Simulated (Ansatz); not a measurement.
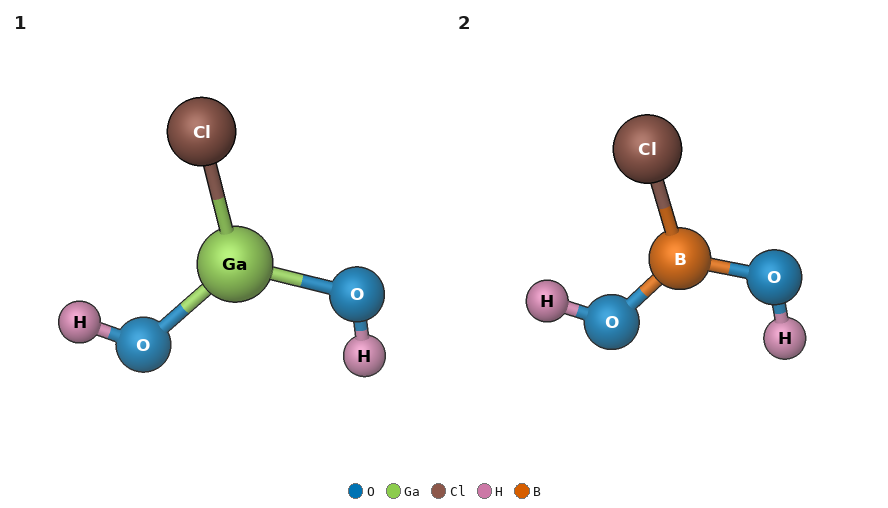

2 molecules with one skeleton, seen from the same side and at one scale. Each species is neutral and a spin singlet. Computed geometries: PBE0-D4/def2-TZVP optimisations, one conformation each. Properties computed with Ansatz 0.2.0.

One atom differs, called X below: Ga in panel 1, B in panel 2. Their formulas are ClGaH2O2 (`[OH][Ga]([OH])[Cl]`), BClH2O2 (`OB(O)Cl`).

### In which is the HOMO–LUMO gap larger (revPBE-D4/def2-TZVPP)?

In panel 2 (X = B).

### In which is the dipole moment larger (B3LYP-D4/def2-TZVPP)?

In panel 2 (X = B).

Give the values. With PBE0-D4/def2-TZVP: length of X–Cl (Å), mean length of X–O (Å), angle O–X–O (°). With revPBE-D4/def2-TZVPP: HOMO energy (Kohn–Sham orbital) (eV), HOMO–LUMO gap (eV). With B3LYP-D4/def2-TZVPP: dipole moment (D).

```tsv
quantity	1 (Ga)	2 (B)	2 − 1
length of X–Cl (Å)	2.122	1.771	−0.351
mean length of X–O (Å)	1.769	1.353	−0.416
angle O–X–O (°)	119.7	121.0	+1.3
HOMO energy (Kohn–Sham orbital) (eV)	−7.44	−7.58	−0.14
HOMO–LUMO gap (eV)	5.42	7.34	+1.92
dipole moment (D)	1.57	1.93	+0.36
```
